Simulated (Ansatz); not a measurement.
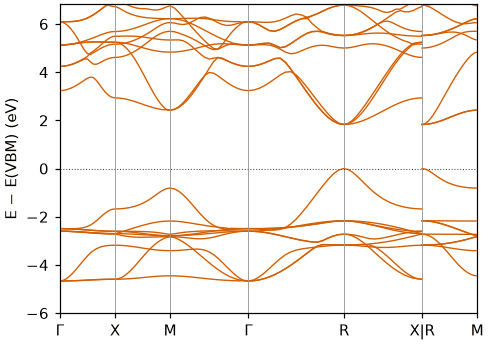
Fig. 1. Band structure from the program Ansatz at the PBEsol level (PAW)

### Question
Read off the gap and where the band edges lie.

### Answer
About 1.8 eV (1.83 eV by a search for the band edges); maximum at R, minimum at R.

The material is CsPbCl₃ (cubic perovskite, space group No. 221).

Space group Pm-3m (cubic perovskite). This is a known high-temperature phase of the composition, computed here at zero pressure and temperature. Symmetry was held in the PBEsol relaxation; of distortions, only those at the zone centre were tested, and some modes there are weakly imaginary. Scalar-relativistic: spin–orbit coupling is off unless named, which matters more the heavier the elements.

Potentials: the later of the program's two PAW sets.
